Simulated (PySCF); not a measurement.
**Geometry relaxation, with input and output: BSiH$_{3}$O$_{4}$**

System: BSiH$_{3}$O$_{4}$, multiplicity 3, SMILES O[Si]OB(O)O.
Method: PBE0-D3(BJ)/def2-SVP geometry optimisation, gas phase (PySCF 2.14.0).

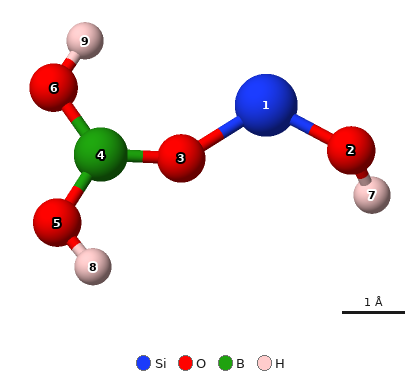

The input geometry (ball-and-stick view, seen at a tilt; atoms are numbered from 1 in the order of the input). Bond lengths as drawn: B–O 1.30 to 1.38 Å, H–O 0.95 to 0.96 Å and O–Si 1.60 to 1.66 Å.

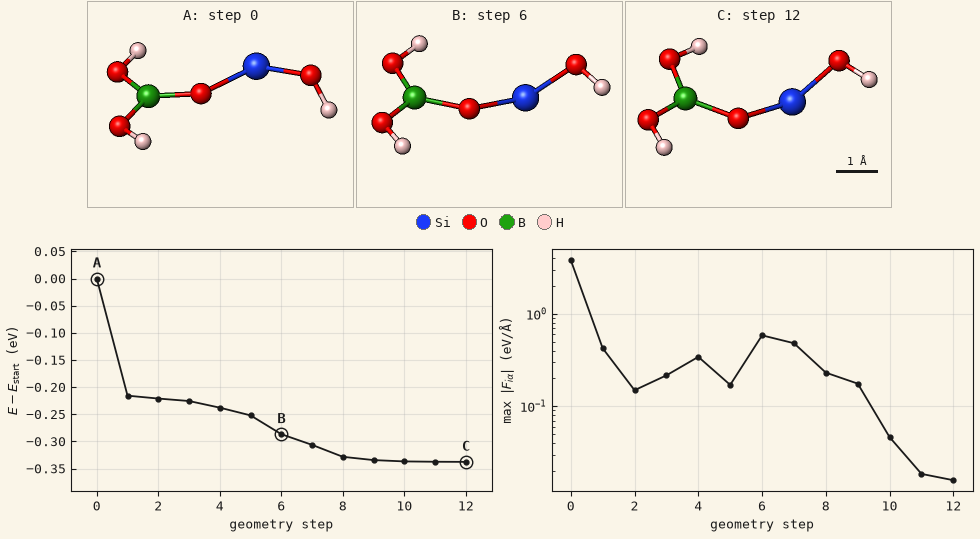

Frames of the relaxation (ball-and-stick view, seen at a tilt) above the curves, on which the letters mark them (steps are counted from 0).

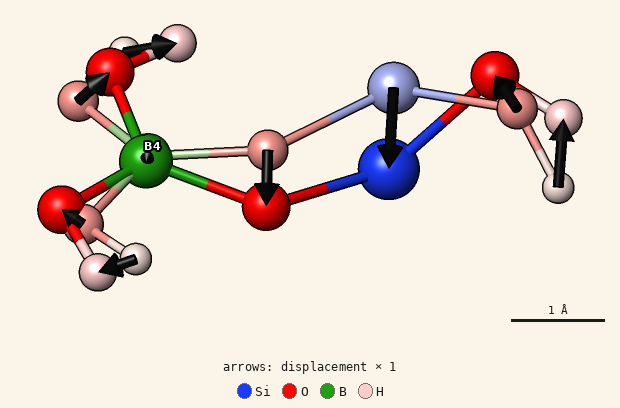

Start (faint) and end (solid) with the displacements as black arrows, at true length (ball-and-stick view, seen at a tilt). The two geometries are laid on each other by the best rigid fit. Si1 moves most after the best rigid fit: 0.90 Å. By element the largest moves are Si 0.90 Å, H 0.75 Å, O 0.62 Å, B 0.11 Å. Among the contacts that change: O3–B4 1.303 → 1.394 Å, Si1–O2 1.605 → 1.673 Å, B4–O5 1.385 → 1.355 Å, B4–O6 1.374 → 1.354 Å. Among the angles that change: Si1–O3–B4 144.3° → 129.4°, Si1–O2–H7 120.2° → 113.7°, O2–Si1–O3 114.8° → 118.5°. After 12 geometry steps the energy has fallen by 0.338 eV. Largest force component: 3.8 eV/Å at the start, 0.016 eV/Å at the end. (Atoms are counted from 1 in the order of the input.)

The input that produced these results follows, with the program's output.

### The input
```
{"job": {"xc": "PBE0", "basis": "def2-SVP", "d3": "d3bj", "grid": 2, "kind": "geom", "shake": 0.01}, "charge": 0, "multiplicity": 3}
Si     1.602749     0.637401     0.080580
O      2.850136    -0.361969     0.221518
O      0.119023    -0.107259     0.010668
B     -1.167889     0.094878     0.036068
O     -2.023345    -0.993287    -0.010200
O     -1.778313     1.325417     0.082287
H      3.161394    -0.860164    -0.543704
H     -1.549750    -1.821911    -0.020947
H     -1.169757     2.063747     0.135181
```

The first line tells a small driver script what to run in PySCF; the rest is the geometry in Å.

Launch command:
```bash
OMP_NUM_THREADS=1 python <driver script> task.json out
```

### The program's output
```
step   0  E = -616.34476645  max force = 0.074150
step   1  E = -616.35269445  max force = 0.008247
step   2  E = -616.35289020  max force = 0.002898
step   3  E = -616.35305709  max force = 0.004198
step   4  E = -616.35350742  max force = 0.006656
step   5  E = -616.35402986  max force = 0.003309
step   6  E = -616.35530188  max force = 0.011378
step   7  E = -616.35602502  max force = 0.009350
step   8  E = -616.35683287  max force = 0.004490
step   9  E = -616.35705453  max force = 0.003415
step  10  E = -616.35714432  max force = 0.000899
step  11  E = -616.35716687  max force = 0.000360
step  12  E = -616.35717565  max force = 0.000308
optimisation converged
```

### Trajectory as extended XYZ (Å, eV, eV/Å), 13 frames, from step=0 to step=12
```
9
Properties=species:S:1:pos:R:3:forces:R:3 step=0 energy=-16771.59536
Si    1.6027    0.6374    0.0806   -1.1777   1.2666  -0.3579
O     2.8501   -0.3620    0.2215    1.6494  -1.3872   0.3356
O     0.1190   -0.1073    0.0107    2.8730  -0.4789   0.0375
B    -1.1679    0.0949    0.0361   -3.8129   0.0774  -0.0567
O    -2.0234   -0.9933   -0.0102    0.1183   0.9193   0.0699
O    -1.7783    1.3254    0.0823    0.0897  -0.3769   0.0319
H     3.1614   -0.8602   -0.5437   -0.0341   0.1967  -0.0353
H    -1.5497   -1.8219   -0.0209    0.2327  -0.2350  -0.0162
H    -1.1698    2.0638    0.1352    0.0616   0.0181  -0.0087
9
Properties=species:S:1:pos:R:3:forces:R:3 step=1 energy=-16771.81109
Si    1.5974    0.5832    0.0850   -0.0932   0.0533  -0.0864
O     2.9304   -0.4067    0.2319   -0.0123  -0.0507   0.2747
O     0.1058   -0.1620    0.0117    0.1337  -0.1036  -0.0051
B    -1.2510    0.0752    0.0385    0.3283   0.3319   0.0329
O    -2.1037   -0.9672    0.0159   -0.2370  -0.4241  -0.0113
O    -1.7853    1.3204    0.0846   -0.1439   0.2088   0.0159
H     3.3254   -0.6886   -0.5969    0.0368  -0.0051  -0.2086
H    -1.6347   -1.8067    0.0010   -0.0195   0.0242  -0.0076
H    -1.1397    2.0290    0.1199    0.0072  -0.0347  -0.0045
9
Properties=species:S:1:pos:R:3:forces:R:3 step=2 energy=-16771.81642
Si    1.5994    0.5832    0.0467   -0.0399   0.0754  -0.0620
O     2.9208   -0.4158    0.2422    0.0594  -0.0747   0.0821
O     0.1053   -0.1555   -0.0012    0.0376   0.0548  -0.0087
B    -1.2510    0.0897    0.0435    0.0787  -0.0559   0.0021
O    -2.0869   -0.9790    0.0209   -0.1490   0.0412   0.0096
O    -1.8011    1.3323    0.1018   -0.0192  -0.1016   0.0022
H     3.3184   -0.7148   -0.5836   -0.0197   0.0234  -0.0287
H    -1.6011   -1.8078   -0.0097    0.0224   0.0338  -0.0033
H    -1.1593    2.0441    0.1311    0.0298   0.0035   0.0068
9
Properties=species:S:1:pos:R:3:forces:R:3 step=3 energy=-16771.82096
Si    1.5993    0.5931   -0.0234   -0.0190   0.0394  -0.0404
O     2.9200   -0.3889    0.2598    0.0840  -0.0529  -0.0440
O     0.1113   -0.1576   -0.0294   -0.1331  -0.0517  -0.0290
B    -1.2458    0.0821    0.0448   -0.1346  -0.0726   0.0265
O    -2.1057   -0.9759    0.0314    0.1721   0.2159   0.0011
O    -1.7905    1.3267    0.1282    0.0266  -0.1070  -0.0148
H     3.3273   -0.7246   -0.5498   -0.0455   0.0354   0.0863
H    -1.6312   -1.8093   -0.0224    0.0267  -0.0319  -0.0047
H    -1.1402    2.0311    0.1525    0.0228   0.0254   0.0190
9
Properties=species:S:1:pos:R:3:forces:R:3 step=4 energy=-16771.83321
Si    1.5874    0.5905   -0.2060   -0.0015  -0.0086   0.0077
O     2.9050   -0.3107    0.2973    0.0511  -0.0080  -0.1532
O     0.1082   -0.1702   -0.1046   -0.1405  -0.1144  -0.0671
B    -1.2414    0.0752    0.0443   -0.3204  -0.0567   0.0965
O    -2.1192   -0.9715    0.0518    0.3422   0.2461  -0.0234
O    -1.7709    1.3197    0.1922    0.0831  -0.0661  -0.0432
H     3.3354   -0.7633   -0.4417   -0.0355   0.0417   0.1515
H    -1.6539   -1.8048   -0.0567    0.0035  -0.0704  -0.0059
H    -1.1062    2.0118    0.2151    0.0180   0.0364   0.0371
9
Properties=species:S:1:pos:R:3:forces:R:3 step=5 energy=-16771.84743
Si    1.5665    0.5655   -0.3233    0.0042   0.0044  -0.0051
O     2.8885   -0.2501    0.2998   -0.0250   0.0472   0.0033
O     0.0894   -0.1872   -0.1485    0.1702   0.0160  -0.0857
B    -1.2473    0.0818    0.0486   -0.1527  -0.0904   0.0539
O    -2.1014   -0.9753    0.0605   -0.0771   0.0885   0.0225
O    -1.7616    1.3268    0.2296    0.0459  -0.1010  -0.0304
H     3.3314   -0.7969   -0.3601    0.0106  -0.0029   0.0217
H    -1.6298   -1.8020   -0.0777   -0.0066   0.0378  -0.0024
H    -1.0913    2.0141    0.2626    0.0305   0.0005   0.0223
9
Properties=species:S:1:pos:R:3:forces:R:3 step=6 energy=-16771.88204
Si    1.4907    0.4073   -0.6898   -0.0622   0.0158   0.0717
O     2.8180    0.0544    0.2649   -0.2123   0.3061   0.1523
O     0.0440   -0.3213   -0.2893    0.5439  -0.2114  -0.1842
B    -1.2412    0.0362    0.0528    0.2832   0.4016  -0.0120
O    -2.1598   -0.9414    0.0991   -0.5851  -0.4695   0.0771
O    -1.6064    1.3086    0.3331   -0.1464   0.1197   0.1222
H     3.3428   -0.6868   -0.0402    0.1675  -0.2528  -0.1537
H    -1.7812   -1.7975   -0.1288   -0.0259   0.1480   0.0096
H    -0.8624    1.9171    0.3900    0.0374  -0.0575  -0.0831
9
Properties=species:S:1:pos:R:3:forces:R:3 step=7 energy=-16771.90172
Si    1.4450    0.2760   -0.8317   -0.0324   0.0648   0.0541
O     2.7431    0.2352    0.2202   -0.1259   0.2254   0.0967
O     0.0201   -0.4447   -0.3518    0.2950  -0.3065  -0.1407
B    -1.2247   -0.0041    0.0621    0.3573   0.3748  -0.0493
O    -2.2198   -0.9043    0.1349   -0.4808  -0.3223   0.0653
O    -1.4638    1.2872    0.3874   -0.1547   0.0815   0.1516
H     3.3382   -0.5095    0.1078    0.1279  -0.1997  -0.0868
H    -1.9326   -1.7796   -0.1443    0.0117   0.0991   0.0133
H    -0.6611    1.8203    0.4071    0.0019  -0.0171  -0.1042
9
Properties=species:S:1:pos:R:3:forces:R:3 step=8 energy=-16771.92371
Si    1.4347    0.3133   -0.8001    0.0359   0.0846  -0.0041
O     2.7322    0.2371    0.2505    0.0805  -0.0542   0.0326
O     0.0244   -0.4724   -0.3859   -0.2250  -0.2309  -0.0115
B    -1.2140   -0.0226    0.0700    0.0478   0.1714   0.0393
O    -2.2448   -0.9003    0.1631    0.1228   0.0805  -0.0286
O    -1.4301    1.2672    0.4283   -0.0641  -0.0998   0.0060
H     3.3607   -0.4720    0.0606   -0.0766   0.0638  -0.0092
H    -1.9893   -1.7724   -0.1476    0.0278  -0.0658  -0.0037
H    -0.6293    1.7985    0.3528    0.0511   0.0505  -0.0206
9
Properties=species:S:1:pos:R:3:forces:R:3 step=9 energy=-16771.92974
Si    1.4190    0.3159   -0.8033    0.0407   0.0715  -0.0182
O     2.7020    0.2491    0.2658    0.0780  -0.0606   0.0123
O     0.0131   -0.4971   -0.4212   -0.1756  -0.0991  -0.0006
B    -1.2056   -0.0271    0.0701   -0.0195   0.0129   0.0420
O    -2.2415   -0.8983    0.1749    0.1063   0.0893  -0.0217
O    -1.3983    1.2587    0.4511    0.0018  -0.0556  -0.0314
H     3.3468   -0.4413    0.0631   -0.0552   0.0531   0.0105
H    -1.9936   -1.7692   -0.1466    0.0140  -0.0459   0.0017
H    -0.5975    1.7860    0.3379    0.0094   0.0343   0.0055
9
Properties=species:S:1:pos:R:3:forces:R:3 step=10 energy=-16771.93218
Si    1.4162    0.3630   -0.7632    0.0226   0.0064  -0.0055
O     2.7016    0.2004    0.2944   -0.0066  -0.0018  -0.0027
O     0.0080   -0.4804   -0.4447   -0.0195   0.0140  -0.0156
B    -1.2050   -0.0207    0.0661   -0.0425  -0.0462   0.0162
O    -2.2252   -0.9077    0.1764    0.0371   0.0122   0.0010
O    -1.4113    1.2596    0.4540    0.0314   0.0258  -0.0375
H     3.3430   -0.4662    0.0205    0.0044   0.0012   0.0097
H    -1.9585   -1.7773   -0.1364   -0.0081   0.0048   0.0069
H    -0.6244    1.8060    0.3246   -0.0188  -0.0165   0.0275
9
Properties=species:S:1:pos:R:3:forces:R:3 step=11 energy=-16771.93279
Si    1.4143    0.3566   -0.7768    0.0074  -0.0030   0.0061
O     2.6911    0.2127    0.2940   -0.0131   0.0039  -0.0015
O     0.0048   -0.4857   -0.4574    0.0101   0.0182  -0.0185
B    -1.2033   -0.0229    0.0625   -0.0013  -0.0173   0.0128
O    -2.2246   -0.9063    0.1784   -0.0041  -0.0096   0.0066
O    -1.4011    1.2575    0.4546    0.0037   0.0140  -0.0165
H     3.3367   -0.4569    0.0382    0.0098  -0.0070   0.0025
H    -1.9636   -1.7772   -0.1356   -0.0053   0.0079   0.0017
H    -0.6099    1.7988    0.3337   -0.0071  -0.0071   0.0068
9
Properties=species:S:1:pos:R:3:forces:R:3 step=12 energy=-16771.93303
Si    1.4164    0.3629   -0.7754   -0.0012  -0.0110   0.0089
O     2.6888    0.2074    0.2989   -0.0082   0.0028  -0.0005
O     0.0046   -0.4800   -0.4664    0.0105   0.0158  -0.0117
B    -1.2029   -0.0224    0.0596    0.0111   0.0010   0.0025
O    -2.2211   -0.9084    0.1796   -0.0101  -0.0101   0.0083
O    -1.4033    1.2576    0.4524   -0.0086   0.0015  -0.0033
H     3.3345   -0.4615    0.0415    0.0037  -0.0028   0.0010
H    -1.9603   -1.7788   -0.1356   -0.0011   0.0030  -0.0026
H    -0.6122    1.7998    0.3370    0.0038  -0.0002  -0.0024
```

### Key numbers

| quantity | value |
| --- | --- |
| outcome | converged |
| total energy | −616.357176 hartree |
| ⟨S²⟩ | 2.002 |
| dipole moment | 3.65 D |
| point group | C1 |
| hardware | 1 CPU thread, shared host |
| wall time | 1.8 min |
| peak memory | 0.51 GiB |
